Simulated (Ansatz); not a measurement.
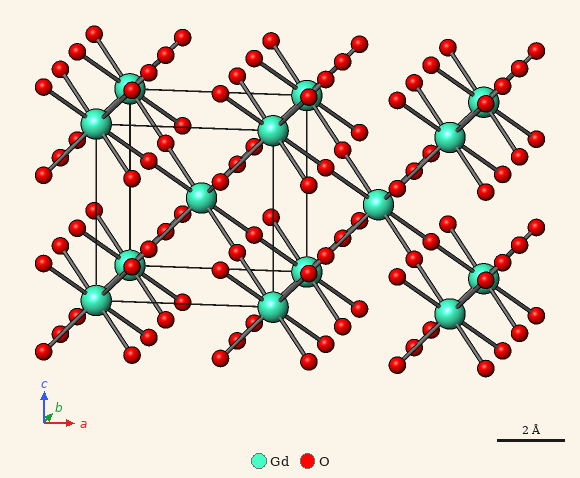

Starting structure of crystalline GdO4 (a generated structure, set up in Im-3m). The picture is a ball-and-stick view of the conventional cell (2 times the calculation's cell), repeated 2 × 1 × 1 with one cell outlined, seen slightly off an axis. Lengths and directions refer to the drawn axes.

Method: Ansatz, DFT PBE, scalar-relativistic, plane waves, PAW.

The input:
```yaml
crystal:
  lattice:
    - [-2.7197731801, 2.7197731801, 2.7197731801]
    - [2.7197731801, -2.7197731801, 2.7197731801]
    - [2.7197731801, 2.7197731801, -2.7197731801]
  atoms:
    - { symbol: Gd, position: [0.0, 0.0, 0.0], spin: 7.41 }
    - { symbol: O, position: [0.5, 0.5, 0.5], spin: 1.28 }
    - { symbol: O, position: [0.5, 0.0, 0.0], spin: 1.28 }
    - { symbol: O, position: [0.0, 0.0, 0.5], spin: 1.28 }
    - { symbol: O, position: [0.0, 0.5, 0.0], spin: 1.28 }
basis:
  ecutwfc: 420
kpoints:
  mp_grid: { grid: [10, 10, 10] }
hamiltonian:
  xc: pbe
scf:
  occupations: { method: gaussian, width: 0.1 }
output:
  forces: true
  stress: true
  eigenvalues: true
  populations: true
  write_density: true
  write_potential: true
  elf: true
  volumetric_format: npy
magnetization:
  spin_polarized: true
relax:
  adjacent_minimum: "off"
  f_tol: 0.01
  max_steps: 80
  cell: { stress_tol: 0.05 }
```

Run as
```bash
ansatz run input.yaml --threads 1 --pin off --max-ram 2560MiB --backend cpu --events-out ev --progress --plain --runs-dir out
```

Q: Where does the relaxation end?

A: The atoms keep their places relative to the cell (all moves are under 0.005 Å). The volume changes by −5.4 %, with a = b = c 5.440 → 5.339 Å (−1.8 %). Among the contacts that change: Gd1–O2 2.355 → 2.312 Å. The space group stays Im-3m (No. 229). The energy falls by 49.4 meV per cell of the calculation in 3 accepted moves (5 points after the start). All forces vanish by symmetry, so only the cell relaxes. Pressure: −3.43 GPa at the start and −0.02 GPa at the end. The SCF was repeated twice at an unchanged geometry on a basis and grid sized afresh for the cell, which shifted the energy by 12.2 meV per cell of the calculation at most. The program noted that the starting moments weren't kept.

Step by step:

| step | E − E(0), meV/atom | pressure, GPa | volume, Å³/atom | note |
| --- | --- | --- | --- | --- |
| 0 | 0.00 | -3.43 | 16.095 |  |
| 1 | -12.50 | 0.42 | 15.192 |  |
| 2 | -12.23 | -0.03 | 15.286 |  |
| 3 | -9.80 | -0.32 | 15.286 | same geometry, new basis |
| 4 | -10.14 | 0.00 | 15.219 |  |
| 5 | -9.88 | -0.02 | 15.219 | same geometry, new basis |

Final geometry:

```xyz
5
Lattice="-2.6695 2.6695 2.6695 2.6695 -2.6695 2.6695 2.6695 2.6695 -2.6695" Properties=species:S:1:pos:R:3 pbc="T T T"
Gd    0.0000    0.0000    0.0000
O     1.3348    1.3348    1.3348
O    -1.3347    1.3348    1.3348
O     1.3348    1.3348   -1.3347
O     1.3348   -1.3347    1.3348
```

The end point in the same view:

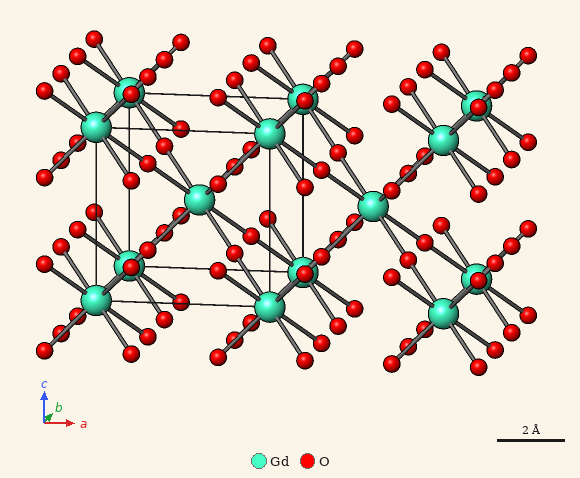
